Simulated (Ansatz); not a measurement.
**Sensitivity of the G0W0 gap of LaBiS2O (P4/nmm)**

A base run on LaBiS2O (P4/nmm), then changed inputs.

Calculated with Ansatz 0.2.0; G0W0 on r2SCAN, plane waves, PAW; PAW set soft_1.

## (1) Set-up

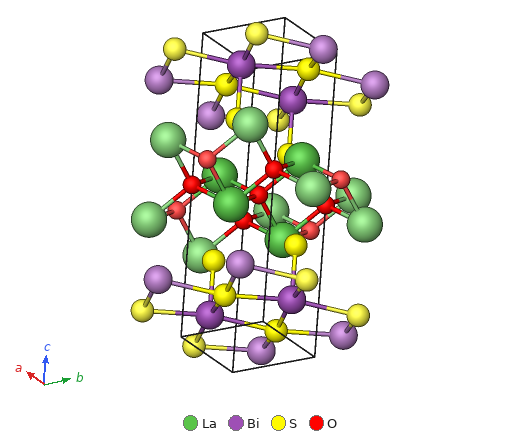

Start, viewed from a free direction; lanthanum green, bismuth purple, sulfur yellow, oxygen red. Some periodic images of atoms are drawn too.

Structure file:

```cif
data_structure
_symmetry_space_group_name_H-M 'P 1'
_symmetry_Int_Tables_number 1
_cell_length_a 4.0646
_cell_length_b 4.0646
_cell_length_c 13.8614
_cell_angle_alpha 90.000
_cell_angle_beta 90.000
_cell_angle_gamma 90.000
_cell_volume 229.00
loop_
_atom_site_label
_atom_site_type_symbol
_atom_site_fract_x
_atom_site_fract_y
_atom_site_fract_z
_atom_site_occupancy
La1 La 0.50000 0.00000 0.58924 1
La2 La 0.00000 0.50000 0.41076 1
Bi3 Bi 0.00000 0.50000 0.87006 1
Bi4 Bi 0.50000 0.00000 0.12994 1
S5 S 0.50000 0.00000 0.88843 1
S6 S 0.00000 0.50000 0.11157 1
S7 S 0.00000 0.50000 0.69097 1
S8 S 0.50000 0.00000 0.30903 1
O9 O 0.00000 0.00000 0.50000 1
O10 O 0.50000 0.50000 0.50000 1
```

Geometry: measured lattice cell, ions relaxed with r2SCAN; the structure entry is the Materials Project's. The runs that relaxed it are not among those shown. Spin-orbit coupling is left out unless a step names it.

## (2) The base run: 4×4×2 mesh, 443 empty bands, screening to 90 eV, PAW set soft_1 files

Now the one-shot GW correction: screening in the RPA, then the self-energy of the levels asked for. This step takes PAW set soft_1 files.

The input, input.yaml:

```yaml
crystal:
  lattice:
    - [4.0646, 0.0, 0.0]
    - [0.0, 4.0646, 0.0]
    - [0.0, 0.0, 13.8614]
  atoms:
    - { symbol: La, position: [0.5, 0.0, 0.589244592] }
    - { symbol: La, position: [0.0, 0.5, 0.410755408] }
    - { symbol: Bi, position: [0.0, 0.5, 0.8700583546] }
    - { symbol: Bi, position: [0.5, 0.0, 0.1299416454] }
    - { symbol: S, position: [0.5, 0.0, 0.8884344053] }
    - { symbol: S, position: [0.0, 0.5, 0.1115655947] }
    - { symbol: S, position: [0.0, 0.5, 0.6909732264] }
    - { symbol: S, position: [0.5, 0.0, 0.3090267736] }
    - { symbol: O, position: [0.0, 0.0, 0.5] }
    - { symbol: O, position: [0.5, 0.5, 0.5] }
kpoints:
  mp_grid: { grid: [4, 4, 2] }
hamiltonian:
  xc: r2scan
  pseudopotentials: { kind: paw, azcp: { folder: soft_1 } }
scf:
  occupations: { method: fixed }
gw:
  n_empty_bands: 443
  ecut_chi: 90
  qp_bands: [v3, c3]
  qp_kpoints: band_edges
  screening: { model: contour_deformation }
```

Started as:

```console
ansatz run input.yaml --threads 24 --pin off --max-ram 82944MiB --backend cuda --events-out ev --progress --plain --runs-dir out --devices 1 --max-vram 78GiB
```

Numbers of over 12 decimals in the logs are rounded to 6 here.

What it wrote:

```text
GPUs: using 1 of 1 available (devices: 1).
Engine: ansatz 0.2.0, aarch64-unknown-linux-gnu
Pseudopotentials: kind: paw
Pseudopotential: La, paw, valence charge 11, recommended cutoff 500 eV (meta_gga), soft_1/La.paw.azcp
Pseudopotential: Bi, paw, valence charge 15, recommended cutoff 500 eV (meta_gga), soft_1/Bi.paw.azcp
Pseudopotential: S, paw, valence charge 6, recommended cutoff 500 eV (meta_gga), soft_1/S.paw.azcp
Pseudopotential: O, paw, valence charge 6, recommended cutoff 500 eV (meta_gga), soft_1/O.paw.azcp
Functional definition: r2SCAN
  parameter k0 = 0.174
  parameter k1 = 0.065
  parameter a1 = 4.9479
  exchange = r2scan_x(k0 = k0, k1 = k1, a1 = a1)
  correlation = r2scan_c
[...]
Crystal: 10 atoms, lattice volume = 229.004 Å³
Basis set: ecut = 500 eV, 5867 PW (Γ), exchange–correlation on 120×120×432 points (64 copies of the dense FFT grid, shifted against one another)
Bands: 54, of which v1, the nominal top of the filled ones, is band 44 counted from 1 (43 counted from 0)
Symmetry: 16 space group operations
Space group: P4/nmm (ITA 129), of the structure as read, at distance tolerance 6.1e-5 Å
k-points: 12 of 32
Non-local potential: La, projectors of the file, l = 0: 3, l = 1: 2, l = 2: 2, l = 3: 3
Non-local potential: Bi, projectors of the file, l = 0: 2, l = 1: 2, l = 2: 2, l = 3: 1
Non-local potential: S, projectors of the file, l = 0: 2, l = 1: 2, l = 2: 1
Non-local potential: O, projectors of the file, l = 0: 2, l = 1: 2, l = 2: 1
PAW form: soft (Blöchl's): semilocal exchange-correlation on the pseudo side does not see the compensation charge
PAW frozen core: La, regenerated for the run's functional (the file was generated under x = pbe(κ = 0.804, μ = 0.219515), c = pbe(β = 0.066725))
PAW frozen core: Bi, regenerated for the run's functional (the file was generated under x = pbe(κ = 0.804, μ = 0.219515), c = pbe(β = 0.066725))
PAW frozen core: S, regenerated for the run's functional (the file was generated under x = pbe(κ = 0.804, μ = 0.219515), c = pbe(β = 0.066725))
PAW frozen core: O, regenerated for the run's functional (the file was generated under x = pbe(κ = 0.804, μ = 0.219515), c = pbe(β = 0.066725))
PAW one-centre angular grid: La, 974 points (default); XC on 160 Gauss nodes
PAW one-centre angular grid: Bi, 590 points (default); XC on 160 Gauss nodes
PAW one-centre angular grid: S, 302 points (default); XC on 160 Gauss nodes
[...]
Initial density: superposition of atomic densities (chi_scale 0.1, normalization cell, long waves kept (reshape's long-wave potential 0.46 eV rms))
Initial wavefunctions: pseudopotential atomic-orbital guess
[...]
Functional: x = r2scan, c = r2scan; τ floored in thin density (d = 2e-4 eV/Å³)
SCF iter   1: F=—  HF=-42131.848449 eV  |F-HF|=—  |Δ(HF+E_count)|=         —  Δρ=3.46e-2  dr2=8.22e0  dr2_τ=1.61e-1  ethr=3.10e-3  ⟨swp⟩=5.3  Hψ=2431  notcnv=0  defer=48
preconditioner: auto → Resta (q_TF=auto, 2.326 Å⁻¹)  ε∞=4.9  [insulator: Δε(μ)=1.234 eV  Ē_g=9.657 eV  n_scr=50 (ndim 8)  ℏωp=19.0 eV  f_vac=0.000  ε∞_Penn≈4.9]
SCF iter   2: F=—  HF=-42131.085751 eV  |F-HF|=—  |Δ(HF+E_count)|=   7.63e-1  Δρ=1.88e-2  dr2=1.70e0  dr2_τ=3.03e-2  ethr=3.10e-3  ⟨swp⟩=4.5  Hψ=1283  notcnv=0  defer=83
SCF iter   3: F=—  HF=-42131.084556 eV  |F-HF|=—  |Δ(HF+E_count)|=   1.19e-3  Δρ=1.33e-2  dr2=3.44e-1  dr2_τ=4.45e-2  ethr=1.94e-3  ⟨swp⟩=5.0  Hψ=1613  notcnv=0  defer=88
SCF iter   4: F=—  HF=-42131.043262 eV  |F-HF|=—  |Δ(HF+E_count)|=   4.13e-2  Δρ=3.90e-3  dr2=4.30e-2  dr2_τ=2.95e-3  ethr=3.91e-4  ⟨swp⟩=2.6  Hψ=1176  notcnv=0  defer=95
SCF iter   5: F=—  HF=-42131.046280 eV  |F-HF|=—  |Δ(HF+E_count)|=   3.02e-3  Δρ=1.11e-3  dr2=4.00e-3  dr2_τ=1.02e-4  ethr=4.88e-5  ⟨swp⟩=3.1  Hψ=1093  notcnv=0  defer=98
SCF iter   6: F=—  HF=-42131.047189 eV  |F-HF|=—  |Δ(HF+E_count)|=   9.09e-4  Δρ=2.94e-4  dr2=5.04e-4  dr2_τ=2.75e-5  ethr=4.54e-6  ⟨swp⟩=3.4  Hψ=1120  notcnv=0  defer=95
SCF iter   7: F=—  HF=-42131.047219 eV  |F-HF|=—  |Δ(HF+E_count)|=   3.01e-5  Δρ=6.94e-5  dr2=1.65e-5  dr2_τ=1.31e-6  ethr=5.72e-7  ⟨swp⟩=2.0  Hψ=1064  notcnv=0  defer=95
[...]
SCF 1 converged in 9 iterations: F = -42131.047226 eV  dr2 = 9.87e-8
[...]
SCF converged after 9 iterations
[...]
gw.qp_kpoints: band_edges: 8 of 12 stored k-points solved, in 1 pass; an edge of the gap read off the rows below is read off those points alone
    valence top: of the k-points left out ik 9 came nearest to being solved in a further pass, in band 43 (counted from 1, as in the quasiparticle table): it holds the edge there only if its correction is more favourable than any solved in that band by at least 0.691 eV; those differ by 0.081 eV
    conduction bottom: of the k-points left out ik 9 came nearest to being solved in a further pass, in band 45 (counted from 1, as in the quasiparticle table): it holds the edge there only if its correction is more favourable than any solved in that band by at least 2.337 eV; those differ by 1.195 eV
    ik  band        ε_KS         Σx   Σc(E_QP)       V_xc       Z   E_QP_lin       E_QP  E_QP is
     0    42      7.2278   -18.1866     2.6351   -15.3138  0.7214     6.9879     6.9901  root
     0    43      7.6615   -20.5087     3.0891   -17.3274  0.7269     7.5691     7.5694  root
     0    44      7.6615   -20.5087     3.0891   -17.3274  0.7269     7.5691     7.5694  root
     0    45     11.6819    -9.9001    -5.4846   -16.6301  0.7594    12.9863    12.9272  root
     0    46     11.9455    -8.5046    -4.2787   -13.2359  0.7633    12.4056    12.3981  root
     0    47     12.0312    -9.9503    -4.0508   -14.5176  0.7532    12.5590    12.5477  root
     1    42      7.4744   -19.6385     2.4238   -17.1724  0.7348     7.4320     7.4321  root
     1    43      7.6498   -20.5530     3.1118   -17.3468  0.7268     7.5552     7.5555  root
[...]
7    44      7.3263   -18.4908     2.0491   -16.3753  0.7365     7.2598     7.2599  root
     7    45      9.6345   -10.3792    -3.2581   -13.8518  0.7605     9.8504     9.8490  root
     7    46      9.8575   -10.8925    -3.2481   -14.3874  0.7533    10.1062    10.1043  root
     7    47     11.7214    -9.4205    -3.9748   -13.8334  0.7610    12.1661    12.1594  root
```

The job ended after 8.2 s (1 × NVIDIA GB200 (shared by 2 runs) with 24 threads of Arm Neoverse V2, shared host; peak memory 2.9 GiB; 31 s of CPU time).

This step gave:

```
bands summed                                 : 487
RPA ε∞ on this mesh (eigenvalues)            : 6.363, 19.38, 19.38
plane waves in the screening matrix          : 433
q-points in the mesh                         : 32
G0W0 gap on the mesh                         : 1.303 eV
k of the valence top                         : 0, -0.5, 0
k of the conduction bottom                   : 0, -0.5, 0
starting gap on the mesh                     : 1.137 eV
Z at the valence top                         : 0.7449
Z at the conduction bottom                   : 0.7652
least direct G0W0 gap on the computed points : 1.303 eV
```

The gap on the mesh goes from 1.14 eV to 1.30 eV, a correction of +0.17 eV. Between the two edge states, bare exchange in place of the xc potential would open the gap by 4.46 eV, and correlation takes back 4.30 eV.

## (3) Variant: guard bands

input.yaml, as its differences from that of step 2:

```diff
@@ -24,4 +24,4 @@
 gw:
-  n_empty_bands: 443
-  ecut_chi: 90
+  n_empty_bands: 372
+  ecut_chi: 80
   qp_bands: [v3, c3]
@@ -29 +29,2 @@
   screening: { model: contour_deformation }
+  n_guard_bands: 2
```

What it wrote:

```text
GPUs: using 1 of 1 available (devices: 1).
[...]
Crystal: 10 atoms, lattice volume = 229.004 Å³
Basis set: ecut = 500 eV, 5867 PW (Γ), exchange–correlation on 120×120×432 points (64 copies of the dense FFT grid, shifted against one another)
Bands: 54, of which v1, the nominal top of the filled ones, is band 44 counted from 1 (43 counted from 0)
[... 1 set-up line as in the run before ...]
[...]
k-points: 12 of 32
[...]
SCF iter   1: F=—  HF=-42131.848449 eV  |F-HF|=—  |Δ(HF+E_count)|=         —  Δρ=3.46e-2  dr2=8.22e0  dr2_τ=1.61e-1  ethr=3.10e-3  ⟨swp⟩=5.3  Hψ=2431  notcnv=0  defer=48
[...]
SCF iter   7: F=—  HF=-42131.047219 eV  |F-HF|=—  |Δ(HF+E_count)|=   3.01e-5  Δρ=6.94e-5  dr2=1.65e-5  dr2_τ=1.31e-6  ethr=5.72e-7  ⟨swp⟩=2.0  Hψ=1064  notcnv=0  defer=95
[...]
SCF 1 converged in 9 iterations: F = -42131.047226 eV  dr2 = 9.87e-8
[...]
SCF converged after 9 iterations
[...]
0    42      7.2278   -18.1866     2.6881   -15.3138  0.7223     7.0418     7.0431  root
     0    43      7.6615   -20.5087     3.1464   -17.3274  0.7279     7.6267     7.6267  root
     0    44      7.6615   -20.5087     3.1464   -17.3274  0.7279     7.6267     7.6267  root
     0    45     11.6819    -9.9001    -5.4409   -16.6301  0.7600    13.0322    12.9710  root
     0    46     11.9455    -8.5046    -4.2325   -13.2359  0.7638    12.4536    12.4442  root
     0    47     12.0312    -9.9503    -3.9996   -14.5176  0.7538    12.6131    12.5989  root
     1    42      7.4744   -19.6385     2.4838   -17.1724  0.7357     7.4921     7.4921  root
     1    43      7.6498   -20.5530     3.1689   -17.3468  0.7278     7.6126     7.6126  root
[...]
7    44      7.3263   -18.4908     2.1082   -16.3753  0.7374     7.3189     7.3189  root
     7    45      9.6345   -10.3792    -3.2024   -13.8518  0.7609     9.9071     9.9047  root
     7    46      9.8575   -10.8925    -3.1901   -14.3874  0.7538    10.1654    10.1622  root
     7    47     11.7214    -9.4205    -3.9249   -13.8334  0.7615    12.2178    12.2093  root
```

The job ended after 8.1 s (1 × NVIDIA GB200 (shared by 2 runs) with 24 threads; peak memory 2.6 GiB; 29 s of CPU time).

The G0W0 gap on the mesh is 1.289 eV.

Against the base:

```tsv
setting	base	variant
empty bands	443	372
screening cutoff (eV)	90	80
n guard bands	-	2
```

```tsv
quantity	variant	base
starting gap on the mesh	1.137	1.137
G0W0 gap on the mesh	1.289	1.303
least direct G0W0 gap on the computed points	1.289	1.303
Z at the valence top	0.746	0.745
Z at the conduction bottom	0.766	0.765
```

## (4) Results

| Item | Value |
| --- | --- |
| base | 1.30 eV, 8.2 s |
| guard bands | 1.29 eV, 8.1 s |

**Reading.** Guard bands: the gap moves by −0.01 eV. The variant differs from the base in empty bands, screening cutoff and n guard bands together, so the change can't be laid to one of them. All runs here use a coarse mesh and modest cutoffs; they test settings and are not final values. The 4×4×2 mesh is coarse for this cell (its supercell is 16 Å along the shortest edge). The RPA ε∞ on it, from the r2SCAN start, is 6.36 and 19.38; such meshes misread the long-range screening, most where the gap is narrow. Where an edge is built on 6p states of lead, bismuth or thallium, scalar-relativistic gaps usually stand too wide, by a few tenths to over one eV. Empty 4f levels lie among the conduction bands. Their place in the start is unsure; it enters the screening, and the edge itself where they lie low. The many-body steps are scalar-relativistic: spin-orbit coupling is not in them.

[Paths, hosts, dates, memory and timing lines, banners, echoed tables and standing remarks are left out of the program output.]

[Logs are printed without paths, hosts, clocks, repeated set-up lines and the standing remarks that a program may print on its own settings, such as how far it seeks lower states.]

[Runs of the session that timed out or met a known fault of the program may be left out.]

[Cells called generated may have been cut or substituted from an entry of the Crystallography Open Database or the Materials Project.]

[Hosts, paths, dates, database ids (printed as entryN), source tags and the programs' standing remarks are cut or masked in the printed files.]
